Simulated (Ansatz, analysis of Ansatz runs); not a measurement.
**Can an added electron hop between Cr atoms in SrCrF4 (I4/mcm)?**

Aim: the energy barrier that a trapped electron meets when it moves from one Cr atom to another one nearby in SrCrF4 (I4/mcm). The model is a cell of 48 host atoms.

Program: Ansatz 0.2.0. Level of theory: plane-wave PAW DFT, PBEsol+U; relaxation of all atoms of a supercell at fixed charge in a uniform background; PAW set soft_1. Results are calculated unless marked as measured.

## 1. Set-up

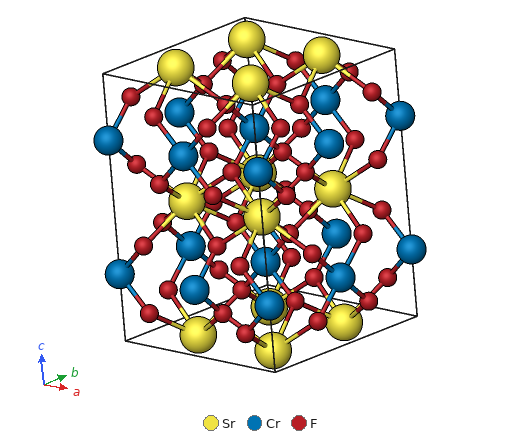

The starting structure, seen slightly off an axis (strontium yellow, chromium blue, fluorine red). Some periodic images of atoms are drawn too.

The cell holds 48 atoms: 8 Sr, 8 Cr and 32 F. Cell: a = 8.014 Å, b = 8.014 Å, c = 10.882 Å, α = 90.0°, β = 90.0°, γ = 90.0°. It derives from SrCrF4 (space group I4/mcm). Nearest the centre at fractional (0.750, 0.750, 0.250): F20 at 1.96 Å, F48 at 1.96 Å, F36 at 1.96 Å, F32 at 1.96 Å, Cr16 at 2.72 Å, Cr12 at 2.72 Å, Sr3 at 2.83 Å, Sr8 at 2.83 Å.

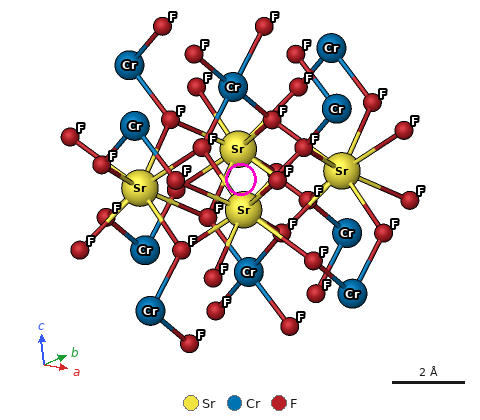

The atoms within 5 Å of the centre. A ring marks the centre wherever it is empty.

Hubbard terms: Cr d 4.5 eV. They were chosen, not fitted, to curb self-interaction in the shells named, the trial site's among them. The two sites are Cr12 and Cr16. The cell's shortest repeat is 8.0 Å. The host's moments were started ferromagnetic, high spin; both sites carry the same spin direction.

## 2. The cell without the carrier

The neutral cell is relaxed first, from small random displacements, so that bond lengths and moments with the carrier can be set beside those of a relaxed cell without it.

Input file neutral.relax/input.yaml:

```yaml
crystal:
  lattice:
    - [5.66676904, 5.66676904, 0.0]
    - [-5.66676904, 5.66676904, 0.0]
    - [0.0, 0.0, 10.88164054]
  atoms:
    - { symbol: Sr, position: [0.0, 0.0, 0.75] }
    - { symbol: Sr, position: [0.0, 0.5, 0.25] }
    - { symbol: Sr, position: [0.5, 0.0, 0.25] }
    - { symbol: Sr, position: [0.5, 0.5, 0.75] }
    - { symbol: Sr, position: [0.0, 0.0, 0.25] }
    - { symbol: Sr, position: [0.0, 0.5, 0.75] }
    - { symbol: Sr, position: [0.5, 0.0, 0.75] }
    - { symbol: Sr, position: [0.5, 0.5, 0.25] }
    - { symbol: Cr, position: [0.25, 0.25, 0.5], spin: 4.0 }
    - { symbol: Cr, position: [0.25, 0.75, 0.0], spin: 4.0 }
    - { symbol: Cr, position: [0.75, 0.25, 0.0], spin: 4.0 }
    - { symbol: Cr, position: [0.75, 0.75, 0.5], spin: 4.0 }
    - { symbol: Cr, position: [0.25, 0.25, 0.0], spin: 4.0 }
    - { symbol: Cr, position: [0.25, 0.75, 0.5], spin: 4.0 }
    - { symbol: Cr, position: [0.75, 0.25, 0.5], spin: 4.0 }
    - { symbol: Cr, position: [0.75, 0.75, 0.0], spin: 4.0 }
    - { symbol: F, position: [0.071581, 0.25, 0.126289] }
    - { symbol: F, position: [0.071581, 0.75, 0.626289] }
    - { symbol: F, position: [0.571581, 0.25, 0.626289] }
    - { symbol: F, position: [0.571581, 0.75, 0.126289] }
    - { symbol: F, position: [0.071581, 0.25, 0.873711] }
    - { symbol: F, position: [0.071581, 0.75, 0.373711] }
    - { symbol: F, position: [0.571581, 0.25, 0.373711] }
    - { symbol: F, position: [0.571581, 0.75, 0.873711] }
    - { symbol: F, position: [0.428419, 0.25, 0.873711] }
    - { symbol: F, position: [0.428419, 0.75, 0.373711] }
    - { symbol: F, position: [0.928419, 0.25, 0.373711] }
    - { symbol: F, position: [0.928419, 0.75, 0.873711] }
    - { symbol: F, position: [0.25, 0.428419, 0.373711] }
    - { symbol: F, position: [0.25, 0.928419, 0.873711] }
    - { symbol: F, position: [0.75, 0.428419, 0.873711] }
    - { symbol: F, position: [0.75, 0.928419, 0.373711] }
    - { symbol: F, position: [0.428419, 0.25, 0.126289] }
    - { symbol: F, position: [0.428419, 0.75, 0.626289] }
    - { symbol: F, position: [0.928419, 0.25, 0.626289] }
    - { symbol: F, position: [0.928419, 0.75, 0.126289] }
    - { symbol: F, position: [0.25, 0.428419, 0.626289] }
    - { symbol: F, position: [0.25, 0.928419, 0.126289] }
    - { symbol: F, position: [0.75, 0.428419, 0.126289] }
    - { symbol: F, position: [0.75, 0.928419, 0.626289] }
    - { symbol: F, position: [0.25, 0.071581, 0.626289] }
    - { symbol: F, position: [0.25, 0.571581, 0.126289] }
    - { symbol: F, position: [0.75, 0.071581, 0.126289] }
    - { symbol: F, position: [0.75, 0.571581, 0.626289] }
    - { symbol: F, position: [0.25, 0.071581, 0.373711] }
    - { symbol: F, position: [0.25, 0.571581, 0.873711] }
    - { symbol: F, position: [0.75, 0.071581, 0.873711] }
    - { symbol: F, position: [0.75, 0.571581, 0.373711] }
basis:
  ecutwfc: 420
  xc_grid: 2
hamiltonian:
  xc: pbesol
  hubbard:
    sites: [{ species: Cr, l: d, u_eff: 4.5 }]
    projectors: ortho-atomic
  pseudopotentials: { kind: paw, azcp: { folder: soft_1 }, xc_functional: pbe }
kpoints:
  mp_grid: { grid: [1, 1, 1] }
magnetization:
  spin_polarized: true
  initial_magnetization: 32
  spin_locking: { lock_magnetization: hard }
scf:
  occupations: { method: fermi_dirac, width: 0.01 }
  max_iter: 120
  lower_state_search: "off"
output:
  forces: true
relax:
  f_tol: 0.02
  max_steps: 70
  random_displacement: { amplitude: 0.04, seed: 49 }
checkpoint:
  write: "../neutral.relax.run"
  compress: false
  write_wavefunctions: true
  write_every: 100000
```

Started as:

```sh
> ansatz run input.yaml --threads 4 --pin off --max-ram 9420MiB --backend cpu --events-out ev --progress --plain --runs-dir out
```

Numbers of over 12 decimals in the logs are rounded to 6 here.

The program printed:

```text
[... repeated set-up lines and file paths are left out, and long positions are rounded to six places ...]
Engine: ansatz 0.2.0, aarch64-unknown-linux-gnu
Pseudopotentials: kind: paw
Pseudopotential: Sr, paw, valence charge 10, recommended cutoff 420 eV (normal), soft_1/Sr.paw.azcp
Pseudopotential: Cr, paw, valence charge 14, recommended cutoff 420 eV (normal), soft_1/Cr.paw.azcp
Pseudopotential: F, paw, valence charge 7, recommended cutoff 420 eV (normal), soft_1/F.paw.azcp
Functional definition: PBEsol
  exchange = pbesol_x
  correlation = pbesol_c
Crystal: 48 atoms, lattice volume = 698.868 Å³
Basis set: ecut = 420 eV, 13653 PW (Γ), exchange–correlation on 108×108×150 points (8 copies of the dense FFT grid, shifted against one another)
Bands: 272, of which v1, the nominal top of the filled ones, is band 208 counted from 1 (207 counted from 0)
Symmetry: 1 space group operations
k-points: 1
Non-local potential: Sr, projectors of the file, l = 0: 3, l = 1: 2, l = 2: 2
Non-local potential: Cr, projectors of the file, l = 0: 3, l = 1: 2, l = 2: 3, l = 3: 1
Non-local potential: F, projectors of the file, l = 0: 2, l = 1: 2, l = 2: 1
PAW form: soft (Blöchl's): semilocal exchange-correlation on the pseudo side does not see the compensation charge
PAW frozen core: Sr, regenerated for the run's functional, and the local potential with it (the file was generated under x = pbe(κ = 0.804, μ = 0.219515), c = pbe(β = 0.066725))
PAW frozen core: Cr, regenerated for the run's functional, and the local potential with it (the file was generated under x = pbe(κ = 0.804, μ = 0.219515), c = pbe(β = 0.066725))
[...]
[... 3 atoms left out ...]
  atom  16  Cr     0.00508812    -0.00067114    -0.01638355
  [... 3 atoms left out ...]
  atom  20  F     -0.00205326    -0.00080950     0.00097935
  [... 11 atoms left out ...]
  atom  32  F      0.00493009    -0.00509143     0.00165252
  [... 3 atoms left out ...]
  atom  36  F     -0.00426634     0.00079869     0.00105623
  [... 11 atoms left out ...]
  atom  48  F     -0.00527917     0.00169387    -0.00641008
  max |Σ_I F_I| component: 3.56e-5 eV/Å
--- Band table (eV) ---
  k-point 0 ↑: bands = ["-65.3940", "-65.3928", "-65.3923", "-65.3915", [... 264 left out ...] "14.5576", "14.5591", "14.5703", "14.5716"]
  k-point 0 ↓: bands = ["-61.6219", "-61.6206", "-61.6201", "-61.6195", [... 264 left out ...] "14.6716", "14.7133", "14.7146", "14.7632"]
Occupation matrices written to <dir>
--- Relaxed structure (4 steps of the walk, 4 accepted, 0 SCFs on fresh bases) ---
  F+E_penalty+E_count = -80393.06299215 eV   max|allowed force component| = 1.638e-2 eV/Å
  atoms:
    - { symbol: Sr, position: [0.000798, 0.000320, 0.749779] }
    - { symbol: Sr, position: [0.000383, 0.500067, 0.249838] }
    - { symbol: Sr, position: [0.500524, -3.922765136604722e-5, 0.250018] }
    [... 1 atom left out ...]
    - { symbol: Sr, position: [0.000601, -0.000206, 0.249846] }
    [... 2 atoms left out ...]
    - { symbol: Sr, position: [0.500575, 0.499970, 0.249933] }
    [... 3 atoms left out ...]
    - { symbol: Cr, position: [0.750846, 0.750362, 0.500037] }
    [... 3 atoms left out ...]
    - { symbol: Cr, position: [0.750693, 0.750626, -7.817550720609732e-5] }
    [... 3 atoms left out ...]
    - { symbol: F, position: [0.571479, 0.749800, 0.125996] }
    [... 11 atoms left out ...]
    - { symbol: F, position: [0.750668, 0.929521, 0.373845] }
    [... 3 atoms left out ...]
    - { symbol: F, position: [0.929864, 0.749720, 0.126023] }
    [... 11 atoms left out ...]
    - { symbol: F, position: [0.750667, 0.570793, 0.374169] }
[key lines of the parts left out:]
SCF converged after 6 iterations
Magnetization: 32.0000 μB (224.0000 up, 192.0000 down)
Free energy (F): -80393.062992 eV
Fermi energy:    7.362845 (↑ 7.415878, ↓ 6.189042) eV
```

Run time: 34 s. Hardware: 4 threads of Arm Neoverse V2, shared host; peak memory 1.3 GiB; 2.2 min of CPU time.

The largest displacement from an ideal site is 0.017 Å.

[end of part 1 of 3]

[Logs are printed without paths, hosts, clocks, repeated set-up lines and the standing remarks that a program may print on its own settings, such as how far it seeks lower states.]

[Hosts, paths, dates, database ids (printed as entryN), source tags and the programs' standing remarks are cut or masked in the printed files.]
